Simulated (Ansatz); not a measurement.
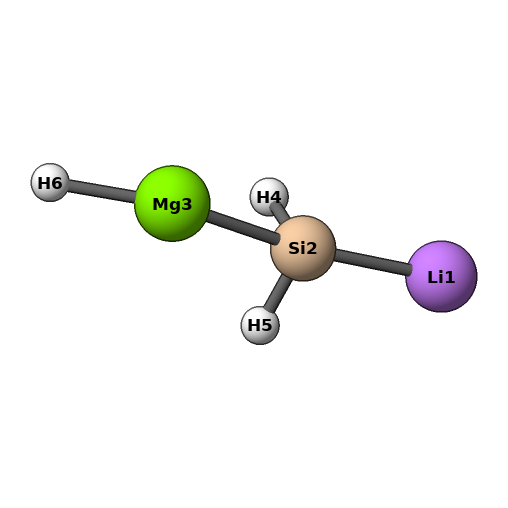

The questions are on Mulliken charges. Geometry: atoms displaced at random (about 0.07 Å) from a stationary point of GFN2-xTB. Level of theory: RKS PBE0-D4/def2-TZVPP (Ansatz 0.2.0).

**Which atom carries the highest charge (most positive or least negative)?**

Li1 (0.64 e).

**And the lowest?**

Si2 (−0.68 e).

List the Mulliken charges.

| atom | value (e) |
| --- | --- |
| Li1 | 0.64 |
| Si2 | −0.68 |
| Mg3 | 0.39 |
| H4 | −0.07 |
| H5 | −0.03 |
| H6 | −0.24 |

Mulliken values depend strongly on the basis set and can even reverse the polarity of a bond.
